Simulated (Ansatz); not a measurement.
Geometry relaxation, with input and output: AlNH$_{3}$ClF$_{2}$

The run: geometry relaxation of AlNH$_{3}$ClF$_{2}$. Method and program: RHF/def2-SVP (Ansatz 0.2.0).

The input holds or restrains some coordinates. It belongs to a series of runs on one base structure; here: pulled along the bonds that form and break, towards end A. Figures and captions count atoms from 1; the log counts them from 0 in places.

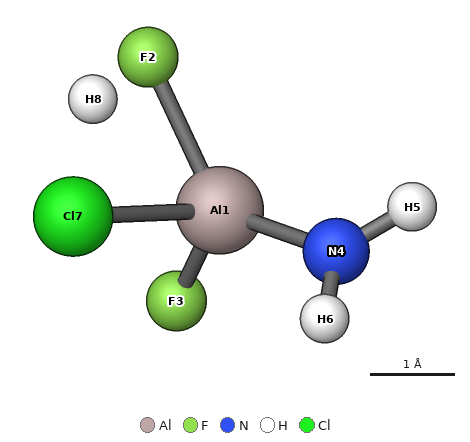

*The starting structure (ball-and-stick view, seen at an oblique angle; atoms are numbered from 1 in the order of the input). Sticks mark near contacts.*

Bond lengths as drawn: Al–Cl 2.53 Å, Al–F 1.69 to 2.04 Å, Al–N 1.92 Å and H–N 1.06 Å.

**Input file**
```yaml
crystal:
  periodic: [false, false, false]
  atoms:
    - { symbol: Al, position_ang: [0.0, 0.0, 0.0] }
    - { symbol: F, position_ang: [0.0, 0.0, 2.04] }
    - { symbol: F, position_ang: [1.4635, 0.0, -0.845] }
    - { symbol: "N", position_ang: [-1.6627, 0.0, -0.96] }
    - { symbol: H, position_ang: [-2.3316, -0.8164, -0.8614] }
    - { symbol: H, position_ang: [-1.9118, 0.8164, -1.5886] }
    - { symbol: Cl, position_ang: [-0.3164, 2.38, 0.7978] }
    - { symbol: H, position_ang: [-0.1586, 1.1928, 1.9224] }
basis:
  gaussian: { orbitals: def2-SVP }
hamiltonian:
  xc: hf
relax:
  f_tol: 0.15
  max_steps: 25
  restrain:
    - { distance: [0, 6], at: 3.43, k: 30.0 }
    - { distance: [7, 1], at: 2.12, k: 30.0 }
    - { distance: [0, 1], at: 1.69, k: 30.0 }
    - { distance: [7, 6], at: 1.37, k: 30.0 }
output:
  orbitals: {}
```

Command:
```bash
ansatz run input.yaml --threads 1 --pin off --max-ram 2048MiB --backend cpu --events-out ev --progress --plain --runs-dir out
```

**What the program printed**
```
The last accepted step is kept in [file] (removed where the run ends without a failure and the disk answers)
Engine: ansatz 0.2.0, aarch64-unknown-linux-gnu
Functional definition: HF
  exchange = exact_x
  correlation = 0
943 factors; integrals over basis functions are off by at most 3.9e-4 eV
mean field evaluation 1: about -26015.2934 eV, gradient 4.4e1 eV
mean field evaluation 2: about -26015.3364 eV, gradient 4.4e1 eV
mean field evaluation 4: about -26019.1605 eV, gradient 2.3e0 eV
mean field evaluation 8: about -26019.1900 eV, gradient 1.7e-1 eV
mean field -26019.19011619 eV, -956.1876003294 hartree, gradient 5.9e-5 eV, S^2 0.000000; 0 other end points of the search recorded, 0 dependent functions left out
the calculation of the forces begins
reference -26019.19011619 eV, -956.1876003294 hartree; 29, 29 occupied and 64, 64 virtual orbitals, 943 factors
relax step   1: F+E_penalty+E_count = -26019.19011619 eV  Δ(F+E_penalty+E_count) = +0.000e0 eV  max|allowed force component| = 2.636e0 eV/Å  E_restraint = 27.55196194 eV  max|allowed force component, restraints' pulls added| = 3.222e1 eV/Å  Δτ_max = 0.0000 Å  (37 SCF iters, accepted)
  distance Al 0 - Cl 6 = 2.5300 Å
  distance H 7 - F 1 = 1.2090 Å
  distance Al 0 - F 1 = 2.0400 Å
  distance H 7 - Cl 6 = 1.6429 Å
these checks for a lower state are left out or cut short: starts, cluster_reference, orbital_swaps, neighbouring_geometries, increment
943 factors; integrals over basis functions are off by at most 4.5e-4 eV
mean field evaluation 16: about -26019.3579 eV, gradient 3.9e-3 eV
mean field -26019.35793609 eV, -956.1937675969 hartree, gradient 7.3e-5 eV, S^2 0.000000; 0 other end points of the search recorded, 0 dependent functions left out
[... from here on the field's lines of each further geometry are left out, up to the last ...]
relax step   2: F+E_penalty+E_count = -26019.35793609 eV  Δ(F+E_penalty+E_count) = -1.678e-1 eV  max|allowed force component| = 3.548e0 eV/Å  E_restraint = 11.73011559 eV  max|allowed force component, restraints' pulls added| = 2.436e1 eV/Å  Δτ_max = 0.1949 Å  (35 SCF iters, accepted)
relax step   3: F+E_penalty+E_count = -26020.18292134 eV  Δ(F+E_penalty+E_count) = -8.250e-1 eV  max|allowed force component| = 3.283e0 eV/Å  E_restraint = 3.11775031 eV  max|allowed force component, restraints' pulls added| = 1.085e1 eV/Å  Δτ_max = 0.1949 Å  (34 SCF iters, accepted)
relax step   4: F+E_penalty+E_count = -26020.86430276 eV  Δ(F+E_penalty+E_count) = -6.814e-1 eV  max|allowed force component| = 2.128e0 eV/Å  E_restraint = 0.21000890 eV  max|allowed force component, restraints' pulls added| = 3.208e0 eV/Å  Δτ_max = 0.1942 Å  (34 SCF iters, accepted)
relax step   5: F+E_penalty+E_count = -26021.12602462 eV  Δ(F+E_penalty+E_count) = -2.617e-1 eV  max|allowed force component| = 1.750e0 eV/Å  E_restraint = 0.04928359 eV  max|allowed force component, restraints' pulls added| = 1.015e0 eV/Å  Δτ_max = 0.1946 Å  (32 SCF iters, accepted)
relax step   6: F+E_penalty+E_count = -26021.21995533 eV  Δ(F+E_penalty+E_count) = -9.393e-2 eV  max|allowed force component| = 1.611e0 eV/Å  E_restraint = 0.03641427 eV  max|allowed force component, restraints' pulls added| = 6.336e-1 eV/Å  Δτ_max = 0.1999 Å  (32 SCF iters, accepted)
relax step   7: F+E_penalty+E_count = -26021.30108887 eV  Δ(F+E_penalty+E_count) = -8.113e-2 eV  max|allowed force component| = 1.494e0 eV/Å  E_restraint = 0.03494940 eV  max|allowed force component, restraints' pulls added| = 3.711e-1 eV/Å  Δτ_max = 0.1998 Å  (32 SCF iters, accepted)
relax step   8: F+E_penalty+E_count = -26021.36578180 eV  Δ(F+E_penalty+E_count) = -6.469e-2 eV  max|allowed force component| = 1.416e0 eV/Å  E_restraint = 0.03639287 eV  max|allowed force component, restraints' pulls added| = 2.530e-1 eV/Å  Δτ_max = 0.2000 Å  (32 SCF iters, accepted)
relax step   9: F+E_penalty+E_count = -26021.41441748 eV  Δ(F+E_penalty+E_count) = -4.864e-2 eV  max|allowed force component| = 1.314e0 eV/Å  E_restraint = 0.03702813 eV  max|allowed force component, restraints' pulls added| = 1.487e-1 eV/Å  Δτ_max = 0.2000 Å  (32 SCF iters, accepted)
relax step  10: F+E_penalty+E_count = -26021.40165382 eV  Δ(F+E_penalty+E_count) = +1.276e-2 eV  max|allowed force component| = 1.410e0 eV/Å  E_restraint = 0.03360025 eV  max|allowed force component, restraints' pulls added| = 1.222e0 eV/Å  Δτ_max = 0.1959 Å  (32 SCF iters, rejected (line search))
relax step  11: F+E_penalty+E_count = -26021.42279237 eV  Δ(F+E_penalty+E_count) = -8.375e-3 eV  max|allowed force component| = 1.310e0 eV/Å  E_restraint = 0.03586680 eV  max|allowed force component, restraints' pulls added| = 3.738e-1 eV/Å  Δτ_max = 0.0950 Å  (32 SCF iters, accepted)
the calculation of the forces begins
reference -26021.43156119 eV, -956.2699719138 hartree; 29, 29 occupied and 64, 64 virtual orbitals, 943 factors
relax step  12: F+E_penalty+E_count = -26021.43156119 eV  Δ(F+E_penalty+E_count) = -8.769e-3 eV  max|allowed force component| = 1.293e0 eV/Å  E_restraint = 0.03772235 eV  max|allowed force component, restraints' pulls added| = 5.651e-2 eV/Å  Δτ_max = 0.0895 Å  (32 SCF iters, accepted)
  distance Al 0 - Cl 6 = 3.4262 Å
  distance H 7 - F 1 = 2.1219 Å
  distance Al 0 - F 1 = 1.6723 Å
  distance H 7 - Cl 6 = 1.3233 Å
943 factors; integrals over basis functions are off by at most 9.0e-4 eV
mean field evaluation 96: about -26021.4196 eV, gradient 6.6e-1 eV
```

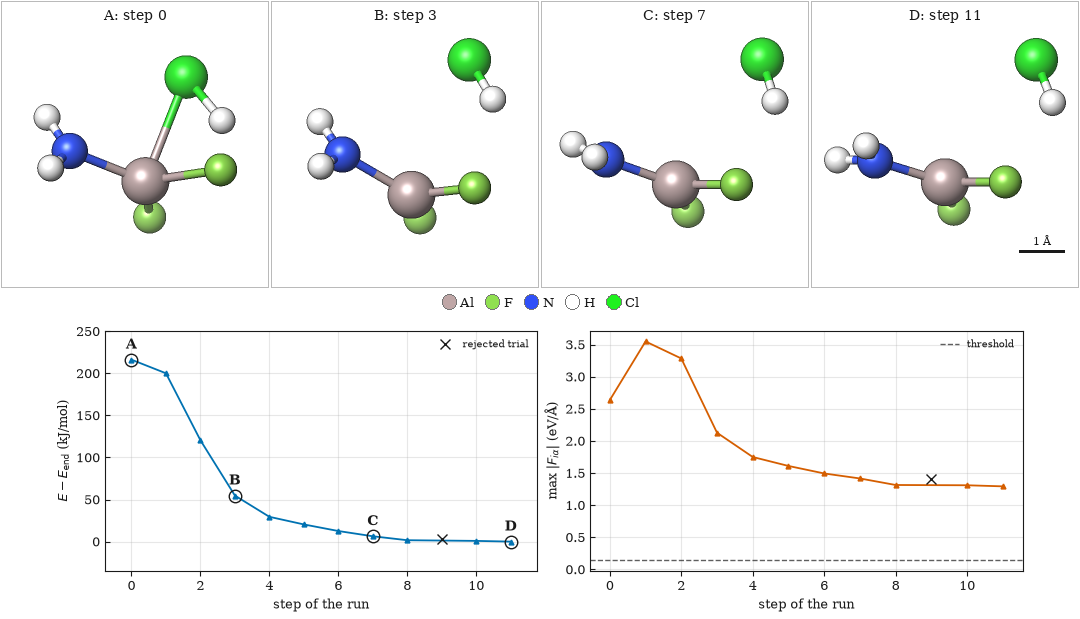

*Frames of the restrained relaxation (ball-and-stick view, seen at a tilt) above the curves, on which the letters mark them (the first geometry is step 0 here and step 1 in the log).*

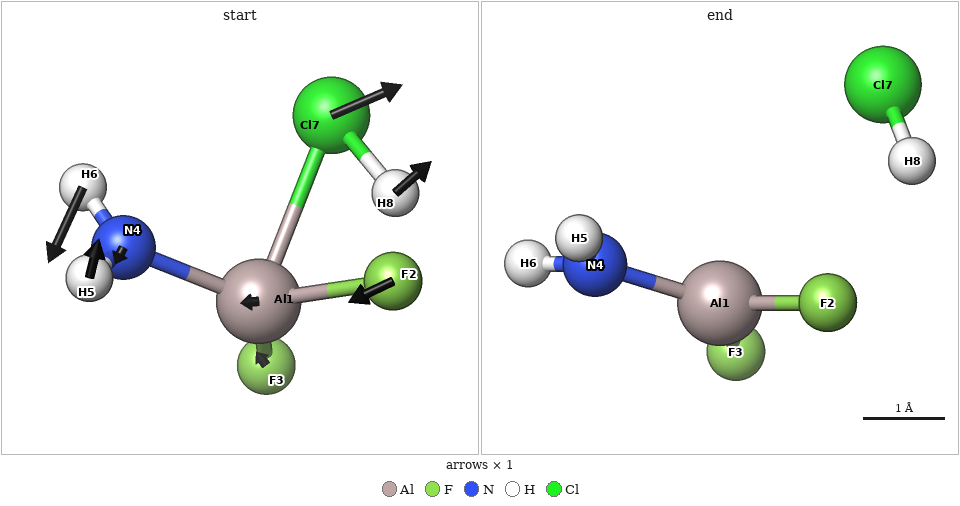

*Before (left) and after (right) the restrained relaxation, at one scale (ball-and-stick view, seen at a tilt). The black arrows give the displacements, at true length.*

The atom that moves furthest after the best rigid fit is H6 (1.05 Å). Largest moves by element: H 1.05 Å, Cl 0.98 Å, F 0.63 Å, N 0.24 Å, Al 0.24 Å. Among the contacts that change: Al1–Cl7 2.530 → 3.426 Å, Al1–F2 2.040 → 1.672 Å, Cl7–H8 1.643 → 1.323 Å, Al1–N4 1.920 → 1.742 Å. Bonds break: Al1–Cl7 (2.53 → 3.43 Å). Among the angles that change: H5–N4–H6 120.0° → 110.1°, Al1–N4–H5 120.0° → 126.0°, Al1–N4–H6 120.0° → 123.9°. Over 11 geometry steps the energy falls by 216.3 kJ/mol. The largest force component goes from 2.6 to 1.3 eV/Å. The line search rejected the trial step at point 9 (counted from 0) and went back. (Atoms are counted from 1 in the order of the input.)

```
mean field -26021.43156119 eV, -956.2699719138 hartree, gradient 7.1e-5 eV, S^2 0.000000; 1 other end points of the search recorded, 0 dependent functions left out
the calculation of the forces begins
reference -26021.43156119 eV, -956.2699719138 hartree; 29, 29 occupied and 64, 64 virtual orbitals, 943 factors
Total energy: -26021.43156119 eV, -956.2699719138 hartree
Atom 0 at    -0.132017    -0.079684    -0.157967 Å, force     0.024015     0.042005     0.558038 eV/Å
Atom 1 at    -0.106740    -0.243316     1.506094 Å, force    -0.018983     0.002615    -0.524857 eV/Å
Atom 2 at     1.316526     0.120120    -0.902386 Å, force    -0.008951     0.001236     0.007831 eV/Å
Atom 3 at    -1.616339    -0.253789    -1.053512 Å, force    -0.017873    -0.001651    -0.056505 eV/Å
Atom 4 at    -2.522681    -0.426240    -0.663724 Å, force     0.021867     0.011289     0.028678 eV/Å
Atom 5 at    -1.682024    -0.163014    -2.049637 Å, force     0.000179    -0.007779     0.021207 eV/Å
Atom 6 at    -0.122776     2.876438     1.574166 Å, force     0.071667    -1.293104     0.663688 eV/Å
Atom 7 at    -0.051549     1.742285     2.252166 Å, force    -0.071922     1.245389    -0.698080 eV/Å
Dipole moment:    -0.497123    -0.216018    -0.133993 e Å
```

**Trajectory as extended XYZ (Å, eV, eV/Å), 12 frames, from step=1 to step=12**
```
8
Properties=species:S:1:pos:R:3:forces:R:3 step=1 energy=-26019.19012
Al    0.0000    0.0000    0.0000   -2.0172   2.6362  -0.9300
F     0.0000    0.0000    2.0400   -0.0603   1.0776  -2.4924
F     1.4635    0.0000   -0.8450   -1.1030  -0.5352   1.3434
N    -1.6627    0.0000   -0.9600    1.1557  -1.3267   1.2350
H    -2.3316   -0.8164   -0.8614    1.1572   2.3550  -0.8137
H    -1.9118    0.8164   -1.5886    0.2682  -2.1906   1.4951
Cl   -0.3164    2.3800    0.7978    0.5598  -1.3593   0.7994
H    -0.1586    1.1928    1.9224    0.0396  -0.6570  -0.6368
8
Properties=species:S:1:pos:R:3:forces:R:3 step=2 energy=-26019.35794
Al   -0.0019   -0.1659    0.0047   -1.6729   2.3933   0.3158
F     0.0173   -0.1258    1.9368    0.0600  -0.2527  -3.5482
F     1.4553   -0.0089   -0.8303   -1.1154  -0.6076   1.1934
N    -1.6468   -0.0169   -0.9456    1.4703  -0.9048   1.0880
H    -2.3250   -0.7964   -0.8710    0.6152   1.5860  -0.5345
H    -1.9035    0.7916   -1.5678    0.4445  -1.9129   1.3172
Cl   -0.3318    2.5372    0.9119    0.5210  -2.6243   2.0185
H    -0.1812    1.3580    1.8665   -0.3228   2.3230  -1.8501
8
Properties=species:S:1:pos:R:3:forces:R:3 step=3 energy=-26020.18292
Al   -0.0047   -0.2802    0.0151   -1.3680   2.3529   0.2372
F     0.0351   -0.2735    1.8272    0.0282  -0.4866  -3.2835
F     1.4407   -0.0178   -0.8152   -1.0718  -0.6827   1.0540
N    -1.6277   -0.0281   -0.9319    1.4662  -0.8027   0.9896
H    -2.3189   -0.7802   -0.8749    0.2859   1.0960  -0.3574
H    -1.8950    0.7687   -1.5521    0.5903  -1.6295   1.1430
Cl   -0.3404    2.6342    0.9937    0.3588  -2.0219   1.6061
H    -0.2066    1.5498    1.8434   -0.2896   2.1745  -1.3890
8
Properties=species:S:1:pos:R:3:forces:R:3 step=4 energy=-26020.86430
Al   -0.0197   -0.3574   -0.0153   -1.1427   2.1278  -0.8579
F     0.0376   -0.3837    1.6673    0.0112  -0.4498  -0.9618
F     1.4186   -0.0546   -0.7939   -0.4737  -0.5575   0.4949
N    -1.5970   -0.0616   -0.9154    1.0943  -0.7584   0.7087
H    -2.3202   -0.7636   -0.8736   -0.0404   0.4736  -0.1239
H    -1.8632    0.7189   -1.5219    0.5114  -0.8782   0.5963
Cl   -0.3476    2.7623    1.0865    0.1772  -1.0375   0.7590
H    -0.2261    1.7125    1.8715   -0.1374   1.0800  -0.6153
8
Properties=species:S:1:pos:R:3:forces:R:3 step=5 energy=-26021.12603
Al   -0.0404   -0.2375   -0.0600   -0.1532   0.3922  -0.2756
F     0.0203   -0.4009    1.6083   -0.0223   0.0490  -0.7402
F     1.4356   -0.1602   -0.8156   -0.5283  -0.0415   0.3854
N    -1.5824   -0.1092   -0.9389    0.5258  -0.4058   0.5080
H    -2.3331   -0.7713   -0.8354    0.0451   0.2990   0.0009
H    -1.8451    0.6404   -1.5524    0.0867  -0.1756  -0.0388
Cl   -0.3402    2.8913    1.2319    0.2026  -1.7501   0.7601
H    -0.2323    1.7202    1.8673   -0.1564   1.6328  -0.5998
8
Properties=species:S:1:pos:R:3:forces:R:3 step=6 energy=-26021.21996
Al   -0.0717   -0.2052   -0.0811    0.0598   0.3258   0.0174
F    -0.0037   -0.3625    1.5847   -0.0828   0.0038  -0.6282
F     1.4045   -0.0933   -0.8190   -0.3860  -0.0191   0.2245
N    -1.6020   -0.1422   -0.9562    0.2247  -0.0758   0.0644
H    -2.3696   -0.7710   -0.7971    0.0129   0.2539   0.0223
H    -1.8199    0.5064   -1.6985    0.1343  -0.3669   0.1942
Cl   -0.2400    2.9048    1.3179    0.0507  -1.6106   0.6989
H    -0.2151    1.7358    1.9544   -0.0136   1.4887  -0.5934
8
Properties=species:S:1:pos:R:3:forces:R:3 step=7 energy=-26021.30109
Al   -0.0953   -0.1706   -0.1058    0.1126   0.2416   0.2636
F    -0.0405   -0.3329    1.5593   -0.1067  -0.0129  -0.5760
F     1.3854   -0.0197   -0.8162   -0.2822  -0.0014   0.0840
N    -1.6124   -0.1793   -0.9896    0.0896  -0.0110  -0.0971
H    -2.4161   -0.7294   -0.7386    0.0774   0.2706  -0.0302
H    -1.7901    0.3569   -1.8277    0.0831  -0.3711   0.2935
Cl   -0.1744    2.9047    1.3907   -0.0002  -1.4938   0.6646
H    -0.1742    1.7431    2.0332    0.0264   1.3782  -0.6025
8
Properties=species:S:1:pos:R:3:forces:R:3 step=8 energy=-26021.36578
Al   -0.1204   -0.1335   -0.1259    0.1003   0.1656   0.4019
F    -0.0943   -0.3114    1.5379   -0.0962  -0.0023  -0.5485
F     1.3625    0.0762   -0.8084   -0.2052  -0.0096  -0.0015
N    -1.6182   -0.2249   -1.0289    0.0367  -0.0503   0.0482
H    -2.4565   -0.6687   -0.6903    0.1586   0.2530  -0.1341
H    -1.7640    0.1900   -1.9348   -0.0027  -0.2495   0.2002
Cl   -0.1047    2.9025    1.4578   -0.0390  -1.4160   0.6314
H    -0.1220    1.7426    2.0978    0.0475   1.3091  -0.5974
8
Properties=species:S:1:pos:R:3:forces:R:3 step=9 energy=-26021.41442
Al   -0.1218   -0.1095   -0.1560    0.0978   0.1580   0.5428
F    -0.1094   -0.2596    1.5096   -0.0513  -0.0598  -0.5143
F     1.3486    0.0926   -0.8596   -0.0922  -0.0112  -0.0237
N    -1.6133   -0.2487   -1.0501    0.0165   0.0025  -0.0101
H    -2.4844   -0.5394   -0.6441    0.0578   0.1058  -0.1201
H    -1.7297    0.0096   -2.0141   -0.0333  -0.1384   0.1487
Cl   -0.1097    2.8793    1.5153   -0.0008  -1.3143   0.6922
H    -0.0980    1.7485    2.2041    0.0055   1.2574  -0.7154
8
Properties=species:S:1:pos:R:3:forces:R:3 step=10 energy=-26021.40165 accepted=F
Al   -0.1310   -0.0493   -0.1641   -0.0690  -0.2125   0.4218
F    -0.1232   -0.2477    1.4970   -0.0100   0.1122  -0.5141
F     1.3356    0.0984   -0.8873   -0.0510   0.0855   0.0111
N    -1.6173   -0.2520   -1.0637   -0.0976   0.1284  -0.7982
H    -2.5093   -0.4279   -0.6268    0.2466   0.0791  -0.3090
H    -1.7005   -0.1711   -2.0839   -0.0185  -0.1156   1.2219
Cl   -0.1421    2.8867    1.5918    0.1367  -1.4103   0.6538
H    -0.0298    1.7357    2.2422   -0.1373   1.3333  -0.6874
8
Properties=species:S:1:pos:R:3:forces:R:3 step=11 energy=-26021.42279
Al   -0.1225   -0.1021   -0.1604   -0.0051   0.1636   0.5507
F    -0.1163   -0.2509    1.5057   -0.0185  -0.0593  -0.5277
F     1.3396    0.1127   -0.8736   -0.0313  -0.0285  -0.0241
N    -1.6132   -0.2512   -1.0547   -0.0397   0.0112  -0.1873
H    -2.4994   -0.4706   -0.6342    0.1159   0.0747  -0.1562
H    -1.7116   -0.0787   -2.0439   -0.0225  -0.1204   0.3738
Cl   -0.1264    2.8716    1.5386    0.0608  -1.3100   0.7022
H    -0.0678    1.7420    2.2278   -0.0596   1.2686  -0.7314
8
Properties=species:S:1:pos:R:3:forces:R:3 step=12 energy=-26021.43156
Al   -0.1320   -0.0797   -0.1580    0.0240   0.0420   0.5580
F    -0.1067   -0.2433    1.5061   -0.0190   0.0026  -0.5249
F     1.3165    0.1201   -0.9024   -0.0090   0.0012   0.0078
N    -1.6163   -0.2538   -1.0535   -0.0179  -0.0017  -0.0565
H    -2.5227   -0.4262   -0.6637    0.0219   0.0113   0.0287
H    -1.6820   -0.1630   -2.0496    0.0002  -0.0078   0.0212
Cl   -0.1228    2.8764    1.5742    0.0717  -1.2931   0.6637
H    -0.0515    1.7423    2.2522   -0.0719   1.2454  -0.6981
```

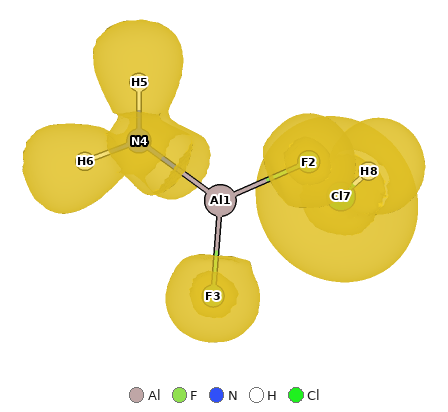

*Isosurface of the electron localisation function at 0.75 (yellow), seen at a tilt. Core shells and regions of very low density are left out.*

Al–F (1.64 Å): the ELF peaks at about 0.85 in the valence shell of F, 0.6 Å from its nucleus, and is about 0.30 at the midpoint.

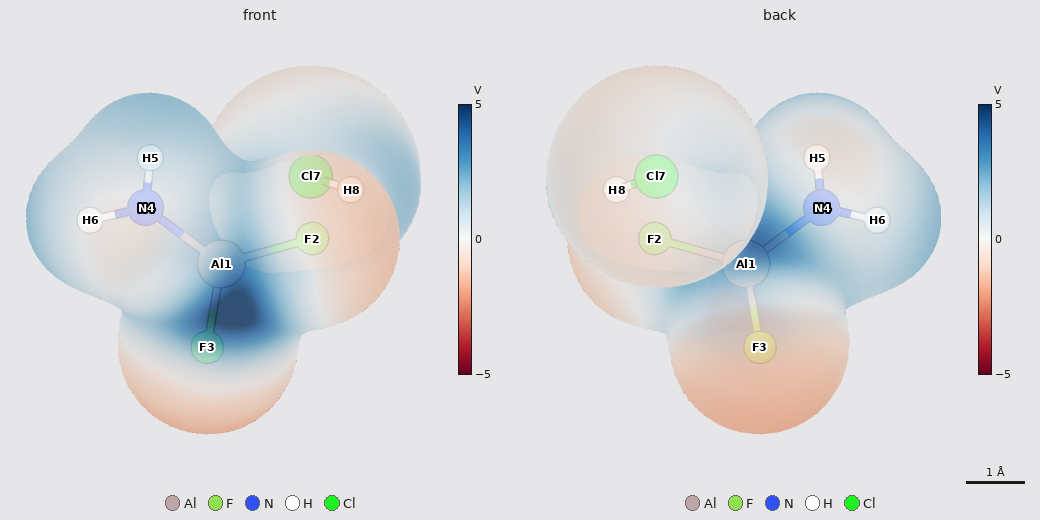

*The electrostatic potential painted on the density surface at 0.002 e/bohr³, seen at a tilt and from behind; red is negative and blue positive.*

A positive charge is drawn to the negative regions and a negative charge to the positive ones.

**Key numbers**

```json
{"quantity": "outcome", "value": "converged under the restraints of the input"}
{"quantity": "total energy", "value": "−26021.4316 eV"}
{"quantity": "mean-field energy", "value": "−26021.4316 eV"}
{"quantity": "largest force (length of the vector) at the end, held atoms and coordinates included", "value": "1.455 eV/Å"}
{"quantity": "hardware", "value": "1 thread of Arm Neoverse V2, 24 GiB of memory available, shared host"}
{"quantity": "wall time", "value": "21 s"}
{"quantity": "peak memory", "value": "0.17 GiB"}
```
